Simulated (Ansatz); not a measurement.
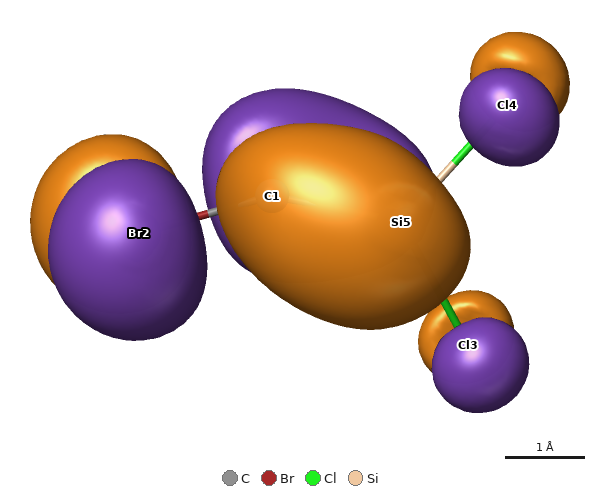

Figure. CBrCl2Si (doublet). One frontier orbital at ±0.08 Å⁻³ᐟ² (orange and purple are the two phases), seen at an oblique angle.

Geometry: PBE0-D3(BJ)/def2-SVP.

Level of theory: isolated molecule in a Gaussian basis; Kohn-Sham density functional theory, functional PBE0 (Ansatz 0.2.0).

```xyz
5

C     1.1088    1.7665    0.8363
Br    2.6374    0.9461    1.2768
Cl   -1.7451    0.3613   -0.0624
Cl   -1.2015    3.6324   -0.4493
Si   -0.3332    1.8375   -0.0401
```

Which orbital is it: HOMO (α) or LUMO (α)?

Answer. The HOMO (α), at −6.75 eV. Its weight (Hirshfeld) is mainly on C1 (about 40 %), Br2 (about 30 %) and Si5 (about 25 %); π-antibonding (π*) across C1–Br2.
